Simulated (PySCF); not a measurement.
**SiH3F (SMILES F[SiH3]): PBE0/STO-3G**

What is the energy change on altering one bond length of SiH3F at PBE0/STO-3G? 

The calculation is run with PySCF 2.14.0.

9 further runs of the same task are left out: 3 that didn't finish, 6 set aside as unsound or not needed.

### Step 1. The molecule

SiH3F has 5 atoms, charge 0, and is taken as a singlet. SMILES: `F[SiH3]`. The coordinates come from a PBE0-D4/def2-TZVP relaxation.

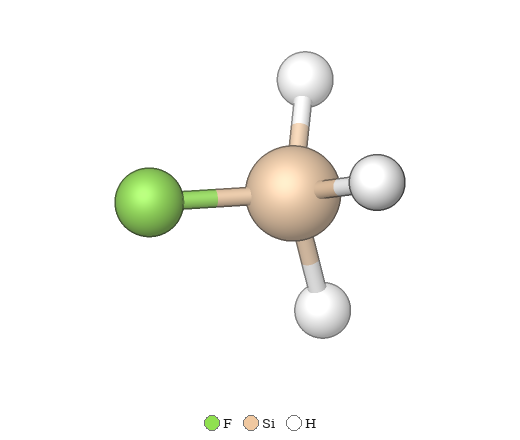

Viewed from a chosen angle; fluorine green, silicon light orange, hydrogen white.

### Step 2. A single-point energy at PBE0/STO-3G

Contents of input.xyz:

```xyz
5

F     -1.274600     0.162800     0.858000
Si     0.043300    -0.019300    -0.030700
H     -0.367800    -0.192600    -1.443700
H      0.768600    -1.217900     0.451600
H      0.880500     1.193400     0.123400
```

Contents of calc.py:

```python
from pyscf import gto, dft

mol = gto.M(
    atom='input.xyz',
    verbose=3,
    spin=0,
    max_memory=1860,
    basis='sto-3g',
)

mf = dft.RKS(mol)
mf.xc = 'pbe0'
mf.grids.level = 5
mf.conv_tol = 1e-10
mf.kernel()
if not mf.converged:
    mf = mf.newton().run(mf.mo_coeff, mf.mo_occ)

energy = mf.e_tot
print(f'total energy: {energy:.8f} hartree')
```

The run is started by

```sh
$ OMP_NUM_THREADS=1 python calc.py
```

The log of the run:

```text
converged SCF energy = -386.118353140676
total energy: -386.11835314 hartree
```

It took 3.9 s on 1 thread of Arm Neoverse N1, shared host; peak memory 0.19 GiB.

### Step 3. The distorted shape at the same level

Contents of job.py:

```python
from pyscf import gto, dft

mol = gto.M(
    atom='''
F       -1.442050      -0.079755       0.827178
Si      -0.124150      -0.261855      -0.061522
H       -0.535250      -0.435155      -1.474522
H        0.601150      -1.460455       0.420778
H        0.880500       1.193400       0.123400
''',
    basis='sto-3g',
    verbose=4,
    max_memory=1860,
)

myscf = dft.RKS(mol)
myscf.xc = 'pbe0'
myscf.conv_tol = 1e-10
myscf.grids.level = 5
myscf.kernel()
if not myscf.converged:
    myscf = myscf.newton().run(myscf.mo_coeff, myscf.mo_occ)

e_tot = myscf.e_tot
print(f'total energy: {e_tot:.8f} hartree')
```

The run is started by

```sh
$ OMP_NUM_THREADS=1 python job.py
```

The log of the run:

```text
PySCF version 2.14.0

[INPUT] num. atoms = 5
[INPUT] num. electrons = 26
[INPUT] charge = 0
[INPUT] spin (= nelec alpha-beta = 2S) = 0
[INPUT] symmetry False subgroup None
[INPUT] Mole.unit = angstrom
[INPUT] Symbol           X                Y                Z      unit          X                Y                Z       unit  Magmom
[INPUT]  1 F     -1.442050000000  -0.079755000000   0.827178000000 AA   -2.725079557929  -0.150715107065   1.563139876265 Bohr   0.0
[INPUT]  2 Si    -0.124150000000  -0.261855000000  -0.061522000000 AA   -0.234609498365  -0.494834234348  -0.116259730635 Bohr   0.0
[INPUT]  3 H     -0.535250000000  -0.435155000000  -1.474522000000 AA   -1.011475908173  -0.822323771735  -2.786442744646 Bohr   0.0
[INPUT]  4 H      0.601150000000  -1.460455000000   0.420778000000 AA    1.136008859782  -2.759859967252   0.795155179242 Bohr   0.0
[INPUT]  5 H      0.880500000000   1.193400000000   0.123400000000 AA    1.663903852680   2.255199157056   0.233192203771 Bohr   0.0

nuclear repulsion = 62.0013592158321
number of shells = 11
number of NR pGTOs = 51
number of NR cGTOs = 17
basis = sto-3g
ecp = {}

******** <class 'pyscf.dft.rks.RKS'> ********
method = RKS
initial guess = minao
damping factor = 0
level_shift factor = 0
DIIS = <class 'pyscf.scf.diis.CDIIS'>
diis_start_cycle = 1
diis_space = 8
diis_damp = 0
SCF conv_tol = 1e-10
SCF conv_tol_grad = None
SCF max_cycles = 50
direct_scf = True
direct_scf_tol = 1e-13
XC library pyscf.dft.libxc version 7.0.0
    S. Lehtola, C. Steigemann, M. J.T. Oliveira, and M. A.L. Marques.,  SoftwareX 7, 1–5 (2018)
XC functionals = pbe0
radial grids:
    Treutler-Ahlrichs [JCP 102, 346 (1995); DOI:10.1063/1.469408] (M4) radial grids

becke partition: Becke, JCP 88, 2547 (1988); DOI:10.1063/1.454033
pruning grids: <function nwchem_prune>
grids dens level: 5
symmetrized grids: False
atomic radii adjust function: <function treutler_atomic_radii_adjust>
small_rho_cutoff = 0
Set gradient conv threshold to 1e-05
Initial guess from minao.
tot grids = 158056
init E= -385.775753865195
  HOMO = -0.309954635153652  LUMO = 0.0944382140523637  gap/eV = 11.00409
cycle= 1 E= -386.016752784148  delta_E= -0.241  |g|= 0.374  |ddm|= 2.24
  HOMO = -0.0575281932707781  LUMO = 0.177689431163713  gap/eV = 6.40060
cycle= 2 E= -385.987724392936  delta_E= 0.029  |g|= 0.541  |ddm|=  1.5
  HOMO = -0.187040102555111  LUMO = 0.20295298500847  gap/eV = 10.61225
cycle= 3 E= -386.084633399886  delta_E= -0.0969  |g|= 0.0309  |ddm|= 0.796
  HOMO = -0.186862610428689  LUMO = 0.202386715431756  gap/eV = 10.59201
cycle= 4 E= -386.085004557331  delta_E= -0.000371  |g|= 0.0112  |ddm|= 0.0738
  HOMO = -0.190589250961493  LUMO = 0.20358928199851  gap/eV = 10.72614
cycle= 5 E= -386.085072571479  delta_E= -6.8e-05  |g|= 0.00067  |ddm|= 0.026
  HOMO = -0.190593512843136  LUMO = 0.203417440719341  gap/eV = 10.72158
cycle= 6 E= -386.085072843935  delta_E= -2.72e-07  |g|= 0.000163  |ddm|= 0.00178
  HOMO = -0.19052747727785  LUMO = 0.203453188278932  gap/eV = 10.72076
cycle= 7 E= -386.085072856934  delta_E= -1.3e-08  |g|= 2.63e-05  |ddm|= 0.000332
  HOMO = -0.19051901541685  LUMO = 0.203449357455714  gap/eV = 10.72043
cycle= 8 E= -386.08507285723  delta_E= -2.97e-10  |g|= 6.33e-07  |ddm|= 4.63e-05
  HOMO = -0.190518807702773  LUMO = 0.203449364205607  gap/eV = 10.72042
cycle= 9 E= -386.085072857231  delta_E= -3.41e-13  |g|= 5.84e-08  |ddm|= 1.53e-06
  HOMO = -0.190518849741505  LUMO = 0.203449365239056  gap/eV = 10.72042
Extra cycle  E= -386.085072857231  delta_E= -5.68e-14  |g|= 5.2e-08  |ddm|= 2.11e-07
converged SCF energy = -386.085072857231
total energy: -386.08507286 hartree
```

It took 3.9 s on 1 thread of Arm Neoverse N1, shared host; peak memory 0.19 GiB.

### Step 4. Outcome

Level: PBE0/STO-3G.

| quantity | value |
| --- | --- |
| first shape: total energy | -386.11835 Eh |
| first shape: dipole moment | 0.67 D |
| first shape: HOMO energy | -5.24 eV |
| first shape: LUMO energy | 8.15 eV |
| first shape: HOMO–LUMO gap | 13.40 eV |
| distorted shape: total energy | -386.08507 Eh |
| distorted shape: dipole moment | 0.60 D |
| distorted shape: HOMO energy | -5.18 eV |
| distorted shape: LUMO energy | 5.54 eV |
| distorted shape: HOMO–LUMO gap | 10.72 eV |
| energy change with the Si2–H5 bond stretched from 1.482 to 1.778 Å | 0.906 eV |

**Reading.** With the Si2–H5 bond stretched from 1.482 to 1.778 Å the energy rises by 0.91 eV (87.4 kJ/mol). The first shape isn't relaxed at this level, so the change isn't measured from a minimum. The minimal basis adds a large error of its own. Mulliken charges (first shape) run from -0.25 on F1 to +0.64 on Si2; they depend strongly on the basis.
